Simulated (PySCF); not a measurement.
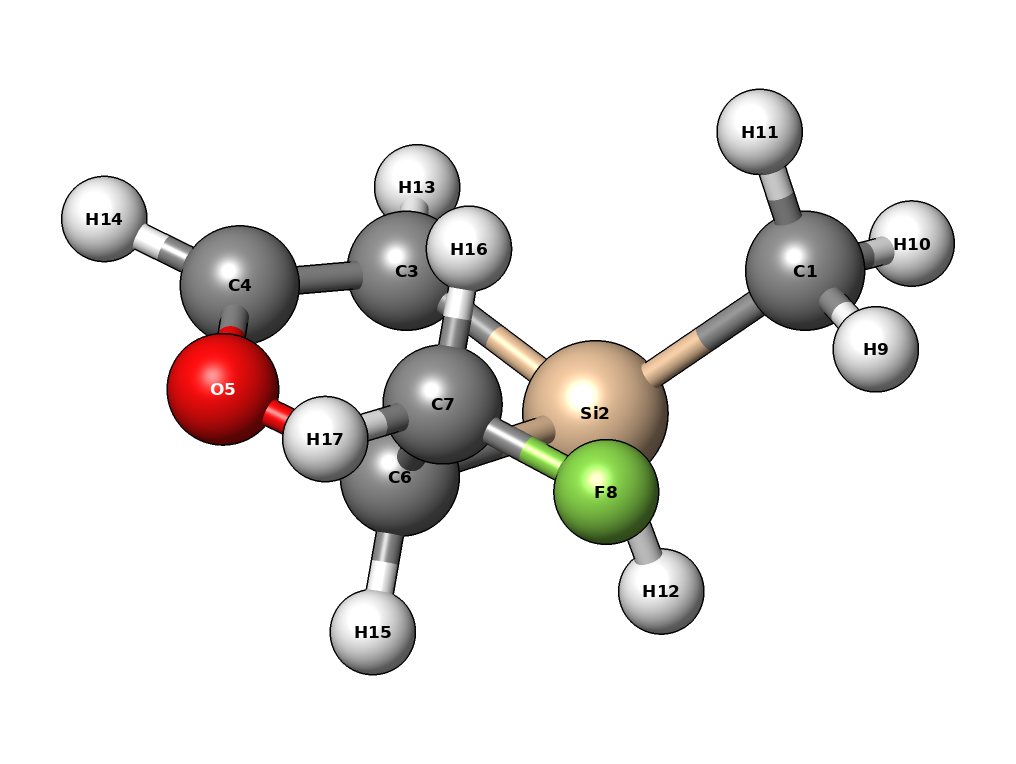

Every bond is drawn as one stick. Computed geometry: GFN2-xTB optimisation. No frequency run is at hand to confirm it as a minimum. Computed with PBE0/pcSseg-1 (PySCF 2.14.0).

List the Mayer bond orders of C1–Si2, Si2–C3, Si2–C6, C3–C4, C4–O5, O5–C6, C6–C7, C7–F8 (bonds between heavy atoms, one of each equivalent set).

```tsv
bond	Mayer order	length (Å)
C1–Si2	0.98	1.896
Si2–C3	0.91	1.870
Si2–C6	0.81	1.940
C3–C4	1.78	1.336
C4–O5	1.07	1.344
O5–C6	0.83	1.432
C6–C7	1.02	1.524
C7–F8	0.88	1.373
```

The geometry is semi-empirical. Around Si such bond lengths and angles can be off by a tenth of an ångström or more and by several degrees, and values that hang on the shape move with them.
